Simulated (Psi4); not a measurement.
# Single-point calculation of InNH2Cl (part 2 of 2)

The same run, continued: InNH2Cl, multiplicity 2, SMILES [NH2][In][Cl]; B3LYP/def2-SVP, UKS, dispersion D3(BJ), core potentials def2 (Psi4 1.11). 

Geometry of the input (Å):
```
N  0.1278  0.6596  -0.3181
In -0.1412  -1.3668  0.0225
Cl 1.3915  -2.2115  1.0187
H  -0.7293  1.1348  -0.5809
H  0.4827  1.1142  0.5196
```

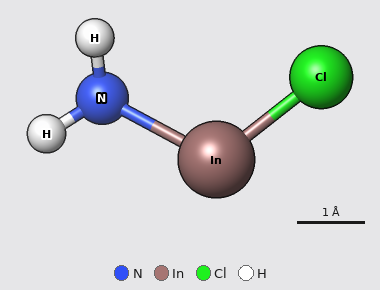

*The structure (ball-and-stick view, seen at a tilt). Sticks mark near contacts.*

### Output, continued
```
       Center              X                  Y                   Z               Mass
    ------------   -----------------  -----------------  -----------------  -----------------
         N           -0.145510503096     3.785364892662    -0.984927124915    14.003074004430
         IN          -0.653846833096    -0.043976127338    -0.341286414915   114.903878776000
         CL           2.242477816904    -1.640159747338     1.541300325085    34.968852682000
         H           -1.765194763096     4.683362752662    -1.481547154915     1.007825032230
         H            0.525153296904     4.644434392662     0.598096445085     1.007825032230

  Running in c1 symmetry.

  Rotational constants: A =      0.40888  B =      0.11265  C =      0.08872 [cm^-1]
  Rotational constants: A =  12257.88977  B =   3377.23943  C =   2659.67028 [MHz]
  Nuclear repulsion =  170.597975678334478

  Charge       = 0
  Multiplicity = 2
  Electrons    = 47
  Nalpha       = 24
  Nbeta        = 23

  ==> Algorithm <==

  SCF Algorithm Type is DF.
  DIIS enabled.
  MOM disabled.
  Fractional occupation disabled.
  Guess Type is READ.
  Energy threshold   = 1.00e-06
  Density threshold  = 1.00e-06
  Integral threshold = 1.00e-12

  ==> Primary Basis <==

  Basis Set: DEF2-SVP
    Blend: DEF2-SVP
    Number of shells: 30
    Number of basis functions: 68
    Number of Cartesian functions: 72
    Spherical Harmonics?: true
    Max angular momentum: 2

  Core potential: DEF2-SVP
    Number of shells: 4
    Number of ECP primitives: 18
    Number of ECP core electrons: 28
    Max angular momentum: 3

  ==> DFT Potential <==

   => LibXC <=

    Version 7.1.2

   => Composite Functional: B3LYP-D3BJ2B <=

    B3LYP-d3bj2b Hyb-GGA Exchange-Correlation Functional

    Deriv               =              1
    GGA                 =           TRUE
    Meta                =          FALSE

    Exchange Hybrid     =           TRUE
    MP2 Hybrid          =          FALSE

   => Exchange Functionals <=

    0.0800   Slater exchange
    0.7200         Becke 88

   => Exact (HF) Exchange <=

    0.2000               HF

   => Correlation Functionals <=

    0.1900   Vosko, Wilk & Nusair (VWN5_RPA)
    0.8100   Lee, Yang & Parr

   => LibXC Density Thresholds  <==

    XC_HYB_GGA_XC_B3LYP:  1.00E-15

   => Molecular Quadrature <=

    Radial Scheme          =       TREUTLER
    Pruning Scheme         =           NONE
    Nuclear Scheme         =       TREUTLER

    Blocking Scheme        =         OCTREE
    BS radius alpha        =              1
    Pruning alpha          =              1
    Radial Points          =             75
    Spherical Points       =            302
    Total Points           =         108284
    Total Blocks           =            881
    Max Points             =            256
    Max Functions          =             67
    Weights Tolerance      =       1.00E-15

   => Loading Basis Set <=

    Name: (DEF2-SVP AUX)
    Role: JKFIT
    Keyword: DF_BASIS_SCF

   => Loading Basis Set <=

    Name: DEF2-SVP
    Role: ORBITAL
    Keyword: BASIS

    !!!  WARNING: ECP capability is in beta. Please check occupations closely.  !!!

  Reading orbitals from file scr/input.molecule1.3206.180.npy, no projection.

  ==> Integral Setup <==

  DFHelper Memory: AOs need 0.018 GiB; user supplied 0.950 GiB.
  SCF_SUBTYPE=INCORE selected. In-core MEM_DF algorithm will be used.
  Using in-core AOs.

  ==> MemDFJK: Density-Fitted J/K Matrices <==

    J tasked:                   Yes
    K tasked:                   Yes
    wK tasked:                   No
    Memory [MiB]:               972
    Algorithm:                 Core
    Schwarz Cutoff:           1E-12
    Mask sparsity (%):       1.5138
    Fitting Condition:        1E-10

   => Auxiliary Basis Set <=

  Basis Set: (DEF2-SVP AUX)
    Blend: DEF2-UNIVERSAL-JKFIT
    Number of shells: 121
    Number of basis functions: 459
    Number of Cartesian functions: 597
    Spherical Harmonics?: true
    Max angular momentum: 5

  Cached 100.0% of DFT collocation blocks in 0.168 [GiB].

  Minimum eigenvalue in the overlap matrix is 1.6937037501E-02.
  Reciprocal condition number of the overlap matrix is 3.6521274755E-03.
    Using symmetric orthogonalization.

  ==> Pre-Iterations <==

  SCF Guess: Orbitals guess was supplied from a previous computation.

   -------------------------------------------------------
    Irrep   Nso     Nmo     Nalpha   Nbeta   Ndocc  Nsocc
   -------------------------------------------------------
     A         68      68      24      23      23       1
   -------------------------------------------------------
    Total      68      68      24      23      23       1
   -------------------------------------------------------

  ==> Iterations <==

                           Total Energy        Delta E     RMS |[F,P]|

   @DF-UKS iter   0:  -706.13616282086718   -7.06136e+02   3.24752e-03
   @DF-UKS iter   1:  -706.16056978096060   -2.44070e-02   6.35519e-04 DIIS/ADIIS
   @DF-UKS iter   2:  -706.16074714775050   -1.77367e-04   6.27922e-04 DIIS/ADIIS
   @DF-UKS iter   3:  -706.16158312818129   -8.35980e-04   4.00683e-04 DIIS/ADIIS
   @DF-UKS iter   4:  -706.16192635473271   -3.43227e-04   4.84899e-05 DIIS
   @DF-UKS iter   5:  -706.16193707965965   -1.07249e-05   3.11465e-05 DIIS
   @DF-UKS iter   6:  -706.16194214993016   -5.07027e-06   1.33824e-05 DIIS
   @DF-UKS iter   7:  -706.16194342723247   -1.27730e-06   4.17315e-06 DIIS
   @DF-UKS iter   8:  -706.16194357782854   -1.50596e-07   1.19578e-06 DIIS
   @DF-UKS iter   9:  -706.16194358680218   -8.97364e-09   3.90607e-07 DIIS
  Energy and wave function converged.

  ==> Post-Iterations <==

   Electrons on quadrature grid:
      Nalpha   =   23.9999983591 ; deviation = -1.641e-06
      Nbeta    =   22.9999979341 ; deviation = -2.066e-06
      Ntotal   =   46.9999962932 ; deviation = -3.707e-06

   @Spin Contamination Metric:   4.289254056E-03
   @S^2 Expected:                7.500000000E-01
   @S^2 Observed:                7.542892541E-01
   @S   Expected:                5.000000000E-01
   @S   Observed:                5.000000000E-01

    Orbital Energies [Eh]
    ---------------------

    Alpha Occupied:

       1A   -101.487078     2A    -14.309922     3A     -9.449077
       4A     -7.214952     5A     -7.209044     6A     -7.208567
       7A     -4.678035     8A     -3.083731     9A     -3.082686
      10A     -3.076362    11A     -0.877403    12A     -0.831726
      13A     -0.776054    14A     -0.770970    15A     -0.766808
      16A     -0.757499    17A     -0.735684    18A     -0.464800
      19A     -0.437904    20A     -0.360429    21A     -0.340601
      22A     -0.326808    23A     -0.266860    24A     -0.200786

    Alpha Virtual:

      25A     -0.042258    26A      0.022838    27A      0.036706
      28A      0.105502    29A      0.134787    30A      0.156366
      31A      0.167525    32A      0.207880    33A      0.244152
      34A      0.337334    35A      0.340844    36A      0.356139
      37A      0.442339    38A      0.506640    39A      0.608267
      40A      0.636682    41A      0.667794    42A      0.768637
      43A      0.785501    44A      0.795974    45A      0.814329
      46A      0.817185    47A      0.859430    48A      0.893470
      49A      0.917387    50A      0.991567    51A      1.010952
      52A      1.070384    53A      1.310099    54A      1.362743
      55A      1.459037    56A      1.726009    57A      1.763457
      58A      2.107289    59A      2.122867    60A      2.502625
      61A      2.571234    62A      2.751554    63A      3.063497
      64A      3.343811    65A     15.891067    66A     16.185855
      67A     17.129926    68A     60.888150

    Beta Occupied:

       1A   -101.486129     2A    -14.304224     3A     -9.448148
       4A     -7.212680     5A     -7.208502     6A     -7.207462
       7A     -4.675768     8A     -3.081728     9A     -3.080782
      10A     -3.074253    11A     -0.872341    12A     -0.819799
      13A     -0.773472    14A     -0.766850    15A     -0.763704
      16A     -0.752502    17A     -0.731100    18A     -0.460576
      19A     -0.425536    20A     -0.347979    21A     -0.338022
      22A     -0.319955    23A     -0.248291

    Beta Virtual:

      24A     -0.118403    25A     -0.029079    26A      0.031475
      27A      0.042411    28A      0.113214    29A      0.137730
      30A      0.163654    31A      0.173330    32A      0.214729
      33A      0.258681    34A      0.353200    35A      0.358777
      36A      0.363193    37A      0.453747    38A      0.515392
      39A      0.612184    40A      0.643863    41A      0.670321
      42A      0.774576    43A      0.787627    44A      0.800346
      45A      0.823216    46A      0.825079    47A      0.866784
      48A      0.899201    49A      0.923340    50A      0.994269
      51A      1.019469    52A      1.077628    53A      1.315133
      54A      1.367613    55A      1.461980    56A      1.726153
      57A      1.768004    58A      2.110559    59A      2.135828
      60A      2.518912    61A      2.586958    62A      2.757321
      63A      3.071255    64A      3.347998    65A     15.893608
      66A     16.190869    67A     17.131122    68A     60.880394

    Final Occupation by Irrep:
              A
    DOCC [    23 ]
    SOCC [     1 ]
    NA   [    24 ]
    NB   [    23 ]

  @DF-UKS Final Energy:  -706.16194358680218

   => Energetics <=

    Nuclear Repulsion Energy =            170.5979756783344783
    One-Electron Energy =               -1386.0995460124361216
    Two-Electron Energy =                 552.0343913445169619
    DFT Exchange-Correlation Energy =     -42.6877555584095134
    Empirical Dispersion Energy =          -0.0070090388080036
    VV10 Nonlocal Energy =                  0.0000000000000000
    Total Energy =                       -706.1619435868021810

  UHF NO Occupations:
  HONO-2 :   22  A 1.9998675
  HONO-1 :   23  A 1.9982096
  HONO-0 :   24  A 1.0000000
  LUNO+0 :   25  A 0.0017904
  LUNO+1 :   26  A 0.0001325
  LUNO+2 :   27  A 0.0000818
  LUNO+3 :   28  A 0.0000421

Computation Completed

Properties will be evaluated at   0.000000,   0.000000,   0.000000 [a0]

Properties computed using the SCF density matrix

 Multipole Moments:

 ------------------------------------------------------------------------------------
     Multipole            Electronic (a.u.)      Nuclear  (a.u.)        Total (a.u.)
 ------------------------------------------------------------------------------------

 L = 1.  Multiply by 2.5417464519 to convert [e a0] to [Debye]
 Dipole X            :        -22.6905352           22.1327244           -0.5578108
 Dipole Y            :         -6.7533717            7.0191370            0.2657653
 Dipole Z            :        -11.1296294           11.2571502            0.1275209
 Magnitude           :                                                    0.6309086

 ------------------------------------------------------------------------------------

	total time  =          5 seconds =       0.08 minutes

    Psi4 run time: 0:00:06.64
```

### Summary

```tsv
quantity	value
outcome	converged
total energy	−706.161944 hartree
dispersion energy	−0.007009 hartree
basis functions	68
⟨S²⟩	0.754
dipole moment	1.60 D
wall time	7.8 s
peak memory	0.41 GiB
```
